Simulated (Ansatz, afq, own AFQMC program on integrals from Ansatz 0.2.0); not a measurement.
**AlH₂O (quartet): AFQMC on the coupled-cluster ladder at distance Al1–H3 = 1.777 Å, cc-pVDZ**

How near does AFQMC come to the top of the ladder for AlH₂O (quartet)?

The runs use Ansatz 0.2.0, Gaussian basis, and an in-house AFQMC program (afq) on its integrals; all values are calculated; cc-pVDZ, frozen cores.

The runs, in order: PBE (unrestricted); r2SCAN (unrestricted); PBE0 (unrestricted); B3LYP (unrestricted); wB97M-V (unrestricted); B2PLYP (unrestricted); CCSD(T) on ROHF; CCSDT(Q) on ROHF; Phaseless AFQMC, CISD trial on ROHF; Phaseless AFQMC, single-determinant trial on ROHF; Free-projection AFQMC, CISD trial on ROHF; CCSD(T) on UHF; CCSDT(Q) on UHF; Phaseless AFQMC, CISD trial on UHF; Phaseless AFQMC, single-determinant trial on UHF; Free-projection AFQMC, CISD trial on UHF.

**1. The geometry**

The geometry derives from a PBE0/def2-TZVP stationary point (not a proven minimum). One bond is set to the value named and the two fragments are kept rigid.

4 atoms, charge 0, spin multiplicity 4.

Atoms are counted from 1 here; the program's logs count them from 0.

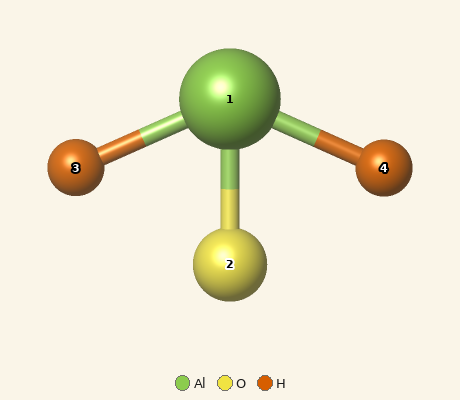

The geometry (aluminium green, oxygen yellow, hydrogen orange); atoms are numbered from 1 in the order of the file.

Geometry (Å):

```
Al    0.00000    0.00000    0.65353
O     0.00000    0.00000   -1.09301
H     0.00000   -1.62210   -0.07230
H     0.00000    1.62210   -0.07230
```

**2. PBE (unrestricted)**

The input, in.yaml:

```yaml
crystal:
  periodic: [false, false, false]
  atoms:
    - {symbol: Al, position_ang: [0.000000, 0.000000, 0.653528]}
    - {symbol: O, position_ang: [0.000000, 0.000000, -1.093006]}
    - {symbol: H, position_ang: [0.000000, -1.622098, -0.072304]}
    - {symbol: H, position_ang: [0.000000, 1.622098, -0.072304]}
basis:
  gaussian: {orbitals: cc-pVDZ}
magnetization: {spin_polarized: true, initial_magnetization: 3}
hamiltonian: {xc: {name: PBE}}
output: {orbitals: {seedname: orbitals}}
```

Started as:

```sh
$ ansatz run in.yaml --threads 1 --pin off --events-out ev --progress --plain --max-ram 1382MiB
```

Standard output:

```text
Functional definition: PBE
  name "PBE"
  cite "Perdew, Burke & Ernzerhof, Phys. Rev. Lett. 77, 3865 (1996) doi:10.1103/PhysRevLett.77.3865"
  parent pbe
  parameter kappa = 0.804
  parameter beta = 0.06672455060314922
  exchange = pbe_x(kappa = kappa, mu = beta*pi^2/3)
  correlation = pbe_c(beta = beta)
504 factors; their error is unknown
mean field evaluation 1: about -8659.3067 eV, gradient 3.6e1 eV
mean field evaluation 2: about -8527.4099 eV, gradient 1.2e2 eV
mean field evaluation 4: about -8663.6417 eV, gradient 1.6e1 eV
mean field evaluation 8: about -8664.9751 eV, gradient 1.3e-1 eV
mean field evaluation 16: about -8664.9435 eV, gradient 1.1e-4 eV
mean field -8664.94353540 eV, -318.4308016164 hartree, gradient 5.5e-6 eV, S^2 3.759944; 3 other end points of the search recorded, 0 dependent functions left out
reference -8664.94357171 eV, -318.4308029506 hartree; 13, 10 occupied and 29, 32 virtual orbitals, 504 factors
Total energy: -8664.94357171 eV, -318.4308029506 hartree
```

Run time: 1.9 s. Hardware: 1 thread of Intel Xeon Platinum 8259CL at 2.50GHz (Skylake/Cascade Lake), shared host.

From the report: ⟨S²⟩ of the determinant 3.760 (pure quartet: 3.75).

**3. r2SCAN (unrestricted)**

Edit in.yaml of step 2 so:

```diff
@@ -10,3 +10,2 @@
 magnetization: {spin_polarized: true, initial_magnetization: 3}
-hamiltonian: {xc: {name: PBE}}
-output: {orbitals: {seedname: orbitals}}
+hamiltonian: {xc: {name: r2SCAN}}
```

Launched as before.

Standard output:

```text
Functional definition: r2SCAN
  name "r2SCAN"
  cite "Furness, Kaplan, Ning, Perdew & Sun, J. Phys. Chem. Lett. 11, 8208 (2020) doi:10.1021/acs.jpclett.0c02405"
  cite "Furness, Kaplan, Ning, Perdew & Sun, J. Phys. Chem. Lett. 11, 9248 (2020) doi:10.1021/acs.jpclett.0c03077"
  parent r2scan
  parameter k0 = 0.174
  parameter k1 = 0.065
  parameter a1 = 4.9479
  exchange = r2scan_x(k0 = k0, k1 = k1, a1 = a1)
  correlation = r2scan_c
504 factors; their error is unknown
mean field evaluation 1: about -8664.4071 eV, gradient 3.3e1 eV
mean field evaluation 2: about -8557.6832 eV, gradient 1.1e2 eV
mean field evaluation 4: about -8668.7260 eV, gradient 9.6e0 eV
mean field evaluation 8: about -8669.2170 eV, gradient 1.3e-1 eV
mean field evaluation 16: about -8669.1872 eV, gradient 1.0e-4 eV
mean field evaluation 32: about -8668.6677 eV, gradient 1.9e0 eV
mean field -8669.18718877 eV, -318.5867530011 hartree, gradient 1.9e-5 eV, S^2 3.775063; 4 other end points of the search recorded, 0 dependent functions left out
reference -8669.18720260 eV, -318.5867535093 hartree; 13, 10 occupied and 29, 32 virtual orbitals, 504 factors
Total energy: -8669.18720260 eV, -318.5867535093 hartree
```

Run time: 4.4 s. Hardware: 1 thread of Intel Xeon Platinum 8259CL at 2.50GHz (Skylake/Cascade Lake), shared host.

From the report: ⟨S²⟩ of the determinant 3.775 (pure quartet: 3.75).

**4. PBE0 (unrestricted)**

Edit in.yaml of step 3 so:

```diff
@@ -10,2 +10,3 @@
 magnetization: {spin_polarized: true, initial_magnetization: 3}
-hamiltonian: {xc: {name: r2SCAN}}
+hamiltonian: {xc: {name: PBE0}}
+output: {orbitals: {seedname: orbitals}}
```

Same command.

Standard output:

```text
Functional definition: PBE0
  name "PBE0"
  cite "Adamo & Barone, J. Chem. Phys. 110, 6158 (1999) doi:10.1063/1.478522"
  cite "Perdew, Burke & Ernzerhof, Phys. Rev. Lett. 77, 3865 (1996) doi:10.1103/PhysRevLett.77.3865"
  parent pbe
  parameter a = 0.25
  parameter kappa = 0.804
  parameter beta = 0.06672455060314922
  exchange = (1 - a)*pbe_x(kappa = kappa, mu = beta*pi^2/3) + a*exact_x
  correlation = pbe_c(beta = beta)
397 factors; integrals over basis functions are off by at most 1.1e-3 eV
mean field evaluation 1: about -8661.4576 eV, gradient 2.9e1 eV
mean field evaluation 2: about -8621.2582 eV, gradient 9.0e1 eV
mean field evaluation 4: about -8665.2063 eV, gradient 2.8e0 eV
mean field evaluation 8: about -8665.3096 eV, gradient 2.0e-1 eV
mean field evaluation 16: about -8665.3099 eV, gradient 4.3e-4 eV
mean field -8665.30987454 eV, -318.4442643315 hartree, gradient 6.8e-6 eV, S^2 3.770631; 1 other end points of the search recorded, 0 dependent functions left out
reference -8665.30990180 eV, -318.4442653332 hartree; 13, 10 occupied and 29, 32 virtual orbitals, 397 factors
Total energy: -8665.30990180 eV, -318.4442653332 hartree
```

Run time: 1.7 s. Hardware: 1 thread of Intel Xeon Platinum 8259CL at 2.50GHz (Skylake/Cascade Lake), shared host.

From the report: ⟨S²⟩ of the determinant 3.771 (pure quartet: 3.75).

**5. B3LYP (unrestricted)**

Edit in.yaml of step 4 so:

```diff
@@ -10,3 +10,2 @@
 magnetization: {spin_polarized: true, initial_magnetization: 3}
-hamiltonian: {xc: {name: PBE0}}
-output: {orbitals: {seedname: orbitals}}
+hamiltonian: {xc: {name: B3LYP}}
```

Same command.

Standard output (excerpt; [...] marks lines left out):

```text
Functional definition: B3LYP
  name "B3LYP"
  cite "Stephens, Devlin, Chabalowski & Frisch, J. Phys. Chem. 98, 11623 (1994) doi:10.1021/j100096a001"
  cite "Becke, Phys. Rev. A 38, 3098 (1988) doi:10.1103/PhysRevA.38.3098"
  cite "Lee, Yang & Parr, Phys. Rev. B 37, 785 (1988) doi:10.1103/PhysRevB.37.785"
  cite "Vosko, Wilk & Nusair, Can. J. Phys. 58, 1200 (1980) doi:10.1139/p80-159"
[...]
397 factors; integrals over basis functions are off by at most 1.1e-3 eV
[...]
mean field -8671.30991731 eV, -318.6647618360 hartree, gradient 1.1e-5 eV, S^2 3.767718; 1 other end points of the search recorded, 0 dependent functions left out
reference -8671.31012163 eV, -318.6647693446 hartree; 13, 10 occupied and 29, 32 virtual orbitals, 397 factors
Total energy: -8671.31012163 eV, -318.6647693446 hartree
```

Wall time 1.7 s (1 thread of Intel Xeon Platinum 8259CL at 2.50GHz (Skylake/Cascade Lake), shared host).

From the report: ⟨S²⟩ of the determinant 3.768 (pure quartet: 3.75).

**6. wB97M-V (unrestricted)**

Edit in.yaml of step 5 so:

```diff
@@ -10,2 +10,3 @@
 magnetization: {spin_polarized: true, initial_magnetization: 3}
-hamiltonian: {xc: {name: B3LYP}}
+hamiltonian: {xc: {name: wB97M-V}}
+output: {orbitals: {seedname: orbitals}}
```

Same command.

Standard output (excerpt; [...] marks lines left out):

```text
Functional definition: wB97M-V
  name "wB97M-V"
  cite "Mardirossian & Head-Gordon, J. Chem. Phys. 144, 214110 (2016) doi:10.1063/1.4952647"
  cite "Becke, J. Chem. Phys. 107, 8554 (1997) doi:10.1063/1.475007"
  cite "Vydrov & Van Voorhis, J. Chem. Phys. 133, 244103 (2010) doi:10.1063/1.3521275"
  # Of w^i u^j: cxij and so on, Table III.
[...]
  gx(w, u) = 1 - cx + cx01*u + cx10*w
  gss(w, u) = css00 + css04*u^4 + css10*w + css20*w^2 + css43*w^4*u^3
  gos(w, u) = cos00 + cos10*w + (cos20 + cos21*u)*w^2 + (cos60 + cos61*u)*w^6
[...]
      + integral(e_c_pw_mod_opposite_spin*gos(b97_w_opposite, b97_u_opposite)) + vv10(b, c)
397 factors; integrals over basis functions are off by at most 1.1e-3 eV
131 factors; integrals over basis functions are off by at most 9.8e-6 eV
[...]
mean field -8669.09302516 eV, -318.5832925522 hartree, gradient 2.4e-5 eV, S^2 3.767549; 1 other end points of the search recorded, 0 dependent functions left out
reference -8669.09306445 eV, -318.5832939964 hartree; 13, 10 occupied and 29, 32 virtual orbitals, 397 factors
Total energy: -8669.09306445 eV, -318.5832939964 hartree
```

It took 7 s on 1 thread of Intel Xeon Platinum 8259CL at 2.50GHz (Skylake/Cascade Lake), shared host.

From the report: ⟨S²⟩ of the determinant 3.768 (pure quartet: 3.75).

**7. B2PLYP (unrestricted)**

Edit in.yaml of step 6 so:

```diff
@@ -10,3 +10,3 @@
 magnetization: {spin_polarized: true, initial_magnetization: 3}
-hamiltonian: {xc: {name: wB97M-V}}
-output: {orbitals: {seedname: orbitals}}
+hamiltonian: {xc: {name: B2PLYP}}
+correlation: {electrons: outside_noble_gas}
```

Same command.

Standard output (excerpt; [...] marks lines left out):

```text
Functional definition: B2PLYP
  name "B2PLYP"
  cite "Grimme, J. Chem. Phys. 124, 034108 (2006) doi:10.1063/1.2148954"
  cite "Becke, Phys. Rev. A 38, 3098 (1988) doi:10.1103/PhysRevA.38.3098"
  cite "Lee, Yang & Parr, Phys. Rev. B 37, 785 (1988) doi:10.1103/PhysRevB.37.785"
[...]
397 factors; integrals over basis functions are off by at most 1.1e-3 eV
[...]
mean field -8663.36411284 eV, -318.3727589078 hartree, gradient 2.6e-6 eV, S^2 3.787748; 4 other end points of the search recorded, 0 dependent functions left out
6 core orbitals not correlated: weight in the atoms' cores, before any rotation towards them, 1.000 or more for the frozen orbitals, at most 0.000 for the correlated occupied ones
reference -8663.36424193 eV, -318.3727636516 hartree; 7, 4 occupied and 29, 32 virtual orbitals, 397 factors
second order -7.68173209 eV of doubles, -0.00000000 eV of singles
Total energy: -8665.43830959 eV, -318.4489842324 hartree
```

It took 2.5 s on 1 thread of Intel Xeon Platinum 8259CL at 2.50GHz (Skylake/Cascade Lake), shared host.

From the report: ⟨S²⟩ of the determinant 3.788 (pure quartet: 3.75).

**8. CCSD(T) on ROHF**

Edit in.yaml of step 7 so:

```diff
@@ -9,4 +9,3 @@
   gaussian: {orbitals: cc-pVDZ}
-magnetization: {spin_polarized: true, initial_magnetization: 3}
-hamiltonian: {xc: {name: B2PLYP}}
-correlation: {electrons: outside_noble_gas}
+magnetization: {spin_polarized: false, initial_magnetization: 3}
+correlation: {method: ccsd_t, electrons: outside_noble_gas, hamiltonian_folder: ham}
```

The command is unchanged.

Standard output (excerpt; [...] marks lines left out):

```text
Functional definition: HF
  name "HF"
  cite "Fock, Z. Phys. 61, 126 (1930) doi:10.1007/BF01340294"
  parent pbe
[...]
397 factors; integrals over basis functions are off by at most 1.1e-3 eV
[...]
mean field -8645.74102374 eV, -317.7251223287 hartree, gradient 1.8e-6 eV, S^2 3.750000; 17 other end points of the search recorded, 0 dependent functions left out
[...]
determinant -8645.74102374 eV, -317.7251223287 hartree, with singles and doubles -8652.98412035 eV, -317.9913012197 hartree
determinant -8645.70040710 eV, -317.7236296947 hartree, with singles and doubles -8652.89815065 eV, -317.9881418914 hartree
determinant -8645.69859451 eV, -317.7235630832 hartree, with singles and doubles -8652.92852409 eV, -317.9892580949 hartree
determinant -8645.56565138 eV, -317.7186775134 hartree, with singles and doubles -8652.23875651 eV, -317.9639096037 hartree
[...]
determinant -8643.51077021 eV, -317.6431620231 hartree, with singles and doubles -8650.54317064 eV, -317.9015979721 hartree
determinant -8645.74102374 eV, -317.7251223287 hartree, with singles and doubles -8652.98827921 eV, -317.9914540550 hartree
determinant -8645.70040710 eV, -317.7236296947 hartree, with singles and doubles -8652.93680638 eV, -317.9895624631 hartree
determinant -8645.69859451 eV, -317.7235630832 hartree, with singles and doubles -8652.95464081 eV, -317.9902178664 hartree
6 core orbitals not correlated: weight in the atoms' cores, before any rotation towards them, 1.000 or more for the frozen orbitals, at most 0.000 for the correlated occupied ones
reference -8645.74102374 eV, -317.7251223287 hartree; 7, 4 occupied and 29, 32 virtual orbitals, 397 factors
second order -5.87269073 eV of doubles, -0.35154819 eV of singles
cycle   1  -7.24725604 eV  change   -5.6e-7 eV  update   3.0e-6
perturbative correction -0.23942942 eV, -0.0087988689 hartree
Total energy: -8653.22770920 eV, -318.0002529447 hartree
```

Run time: 9.5 s. Hardware: 1 thread of Intel Xeon Platinum 8259CL at 2.50GHz (Skylake/Cascade Lake), shared host.

From the report: correlation -7.4867 eV; T1 0.069; largest double amplitude 0.07.

This run also writes the integrals to the folder ham.

**9. CCSDT(Q) on ROHF**

Edit in.yaml of step 8 so:

```diff
@@ -10,2 +10,2 @@
 magnetization: {spin_polarized: false, initial_magnetization: 3}
-correlation: {method: ccsd_t, electrons: outside_noble_gas, hamiltonian_folder: ham}
+correlation: {method: ccsdt_q, electrons: outside_noble_gas}
```

Same command.

Standard output (excerpt; [...] marks lines left out):

```text
Functional definition: HF
  name "HF"
  cite "Fock, Z. Phys. 61, 126 (1930) doi:10.1007/BF01340294"
  parent pbe
[...]
789 factors; integrals over basis functions are off by at most 1.5e-7 eV
[...]
mean field -8645.74121462 eV, -317.7251293434 hartree, gradient 1.8e-6 eV, S^2 3.750000; 17 other end points of the search recorded, 0 dependent functions left out
[...]
determinant -8645.74121462 eV, -317.7251293434 hartree, with singles and doubles -8652.98431756 eV, -317.9913084670 hartree
determinant -8645.70060673 eV, -317.7236370308 hartree, with singles and doubles -8652.89833961 eV, -317.9881488354 hartree
determinant -8645.69879159 eV, -317.7235703257 hartree, with singles and doubles -8652.92872950 eV, -317.9892656433 hartree
determinant -8645.56583716 eV, -317.7186843407 hartree, with singles and doubles -8652.23895944 eV, -317.9639170613 hartree
[...]
determinant -8645.74121462 eV, -317.7251293434 hartree, with singles and doubles -8652.98847678 eV, -317.9914613155 hartree
determinant -8645.70060673 eV, -317.7236370308 hartree, with singles and doubles -8652.93700013 eV, -317.9895695833 hartree
determinant -8645.69879159 eV, -317.7235703257 hartree, with singles and doubles -8652.95484355 eV, -317.9902253171 hartree
6 core orbitals not correlated: weight in the atoms' cores, before any rotation towards them, 1.000 or more for the frozen orbitals, at most 0.000 for the correlated occupied ones
reference -8645.74121462 eV, -317.7251293434 hartree; 7, 4 occupied and 29, 32 virtual orbitals, 789 factors
second order -5.87274124 eV of doubles, -0.35154955 eV of singles
cycle   1  -6.60003328 eV  change   -3.7e-1 eV  update   1.3e-1
[...]
cycle  24  -7.53564167 eV  change    1.4e-7 eV  update   1.1e-6
perturbative correction -0.03601615 eV, -0.0013235690 hartree
Total energy: -8653.31287243 eV, -318.0033826358 hartree
```

Wall time 35 s (1 thread of Intel Xeon Platinum 8259CL at 2.50GHz (Skylake/Cascade Lake), shared host); peak memory 0.34 GiB.

From the report: correlation -7.5717 eV; T1 0.071; largest double amplitude 0.09.

**10. Phaseless AFQMC, CISD trial on ROHF**

It reads the integrals that the CCSD(T) run on this determinant wrote.

Started as:

```sh
$ afq ham --method phaseless --trial cisd --walkers 60 --populations 1 --least-time 40 --time-step 0.005 --steps-per-block 50 --equilibration-blocks 28 --max-blocks 300 --target-error 0.0004 --factor-cut 1e-05 --start spin_pure --seed 2190 --release-times 0.24,0.51,0.99,1.62,2.4 --release-step 0.03 --release-every 4 --taylor-order 6
```

Standard output:

```text
orbitals 36  electrons 7 4  factors 266 of 397
reference energy -317.72512233 Eh
CCSD correlation -0.26633139 Eh in 15 cycles, weight of the determinant in the CISD state 0.7999
energy of the start -317.991453 Eh
 block  time / (1/Eh)  mean weight  energy / Eh
     1     0.250  0.9995  -317.988775
     2     0.500  0.9996  -317.991736
     3     0.750  1.0033  -317.991636
     4     1.000  1.0000  -317.998575
     5     1.250  0.9959  -317.995135
     6     1.500  1.0018  -317.998611
     7     1.750  1.0009  -317.997493
     8     2.000  0.9992  -317.995613
     9     2.250  0.9981  -317.992901
    10     2.500  1.0009  -317.998240
    17     4.250  1.0002  -318.002894
    25     6.250  0.9999  -318.004974
    33     8.250  1.0014  -317.992724
    41    10.250  0.9975  -317.995086
    49    12.250  1.0031  -317.995916
    57    14.250  1.0023  -318.004659
    65    16.250  0.9998  -317.993417
    73    18.250  1.0007  -318.000900
    81    20.250  0.9974  -317.992354
    89    22.250  0.9985  -318.014995
    97    24.250  1.0001  -318.004199
   105    26.250  1.0019  -317.998110
   113    28.250  1.0016  -317.997651
   121    30.250  1.0006  -318.013491
   129    32.250  1.0004  -318.001636
   137    34.250  0.9977  -318.007835
   145    36.250  0.9960  -318.013600
   153    38.250  1.0012  -317.999905
   161    40.250  1.0022  -317.992100
   169    42.250  1.0004  -318.013275
   177    44.250  0.9994  -317.987781
   185    46.250  0.9969  -318.004440
   193    48.250  1.0016  -318.004015
   201    50.250  0.9998  -318.010232
   209    52.250  0.9950  -318.005925
   217    54.250  0.9999  -318.004270
   225    56.250  0.9992  -317.996282
   233    58.250  0.9991  -318.001454
   241    60.250  1.0027  -318.007327
   249    62.250  1.0008  -318.001767
   257    64.250  0.9970  -318.002858
   265    66.250  0.9966  -317.992223
   273    68.250  0.9989  -317.991842
   281    70.250  0.9997  -317.994417
   289    72.250  0.9992  -317.992064
   297    74.250  0.9981  -317.999923
   305    76.250  1.0001  -317.987578
   313    78.250  0.9994  -318.008013
   321    80.250  1.0018  -317.996559
blocks merged  error / Eh  count
     1  0.000430  300
     2  0.000499  150
     4  0.000605  75
     8  0.000731  37
    16  0.000774  18
    32  0.000733  9
released: time / (1/Eh)  energy / Eh  error  mean overlap
  0.24  -318.001358  0.000834  1.0006
  0.51  -318.001449  0.000920  1.0011
  0.99  -318.001776  0.000733  0.9883
  1.62  -318.001992  0.001045  0.9996
  2.40  -318.000638  0.001114  1.0067
energy -318.001228 +/- 0.000774 Eh
```

Run time: 8.6 min. Hardware: 1 thread of Intel Xeon Platinum 8259CL at 2.50GHz (Skylake/Cascade Lake), shared host.

Energy -8653.2542 ± 0.0211 eV. Caveats: constraint bias not in the error; error above the target.

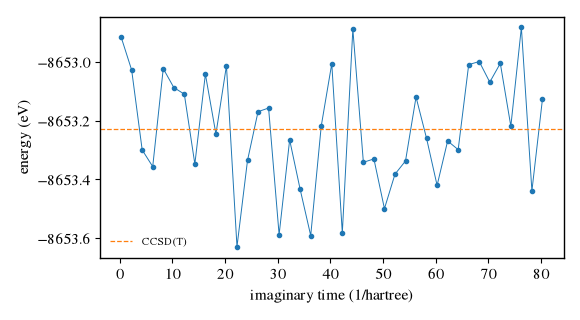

Block energies along the walk.

**11. Phaseless AFQMC, single-determinant trial on ROHF**

It reads the integrals that the CCSD(T) run on this determinant wrote.

Started as:

```sh
$ afq ham --method phaseless --trial hf --walkers 120 --populations 1 --least-time 40 --time-step 0.005 --steps-per-block 20 --equilibration-blocks 112 --max-blocks 600 --target-error 0.0012000000000000001 --factor-cut 1e-05 --start spin_pure --seed 6726 --taylor-order 6
```

Standard output:

```text
orbitals 36  electrons 7 4  factors 266 of 397
reference energy -317.72512233 Eh
CCSD correlation -0.26633139 Eh in 15 cycles, weight of the determinant in the CISD state 0.7999
energy of the start -317.725128 Eh
 block  time / (1/Eh)  mean weight  energy / Eh
     1     0.100  1.0018  -317.799164
     2     0.200  1.0010  -317.847580
     3     0.300  0.9999  -317.861970
     4     0.400  1.0020  -317.891517
     5     0.500  1.0018  -317.922862
     6     0.600  1.0014  -317.930698
     7     0.700  1.0020  -317.941603
     8     0.800  1.0032  -317.935603
     9     0.900  1.0011  -317.941357
    10     1.000  0.9970  -317.941196
    18     1.800  1.0009  -317.985210
    35     3.500  1.0018  -318.043220
    52     5.200  1.0022  -317.969939
    69     6.900  1.0020  -317.965052
    86     8.600  1.0013  -317.984910
   103    10.300  1.0004  -317.995341
   120    12.000  0.9985  -317.995681
   137    13.700  1.0016  -317.984540
   154    15.400  1.0002  -318.021172
   171    17.100  1.0011  -317.962780
   188    18.800  0.9998  -317.987860
   205    20.500  1.0009  -318.006891
   222    22.200  0.9997  -317.981683
   239    23.900  1.0033  -317.985902
   256    25.600  1.0016  -317.982154
   273    27.300  0.9994  -318.005117
   290    29.000  1.0025  -317.986239
   307    30.700  1.0007  -318.011268
   324    32.400  1.0000  -318.022917
   341    34.100  1.0001  -318.041169
   358    35.800  1.0006  -317.995547
   375    37.500  1.0023  -317.999471
   392    39.200  1.0021  -317.956032
   409    40.900  0.9974  -317.993437
   426    42.600  0.9988  -317.995882
   443    44.300  1.0011  -317.992998
   460    46.000  1.0009  -317.986580
   477    47.700  0.9985  -317.986433
   494    49.400  1.0020  -318.009361
   511    51.100  1.0000  -317.985402
   528    52.800  1.0017  -317.982348
   545    54.500  1.0015  -318.002885
   562    56.200  1.0018  -317.997055
   579    57.900  0.9979  -317.975484
   596    59.600  1.0027  -317.965087
   613    61.300  0.9982  -317.979072
   630    63.000  1.0012  -317.983449
   647    64.700  1.0005  -317.955985
   664    66.400  0.9989  -318.036015
   681    68.100  0.9994  -317.953126
   698    69.800  1.0010  -317.990447
blocks merged  error / Eh  count
     1  0.000976  600
     2  0.001268  300
     4  0.001573  150
     8  0.001913  75
    16  0.002068  37
    32  0.002529  18
    64  0.002627  9
energy -317.991594 +/- 0.002529 Eh
```

Run time: 5.5 min. Hardware: 1 thread of Intel Xeon Platinum 8259CL at 2.50GHz (Skylake/Cascade Lake), shared host.

Energy -8652.9921 ± 0.0688 eV. Caveats: constraint bias not in the error; error above the target.

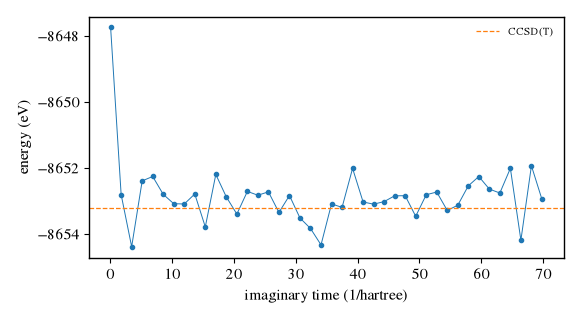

Block energies along the walk.

[end of part 1 of 2]
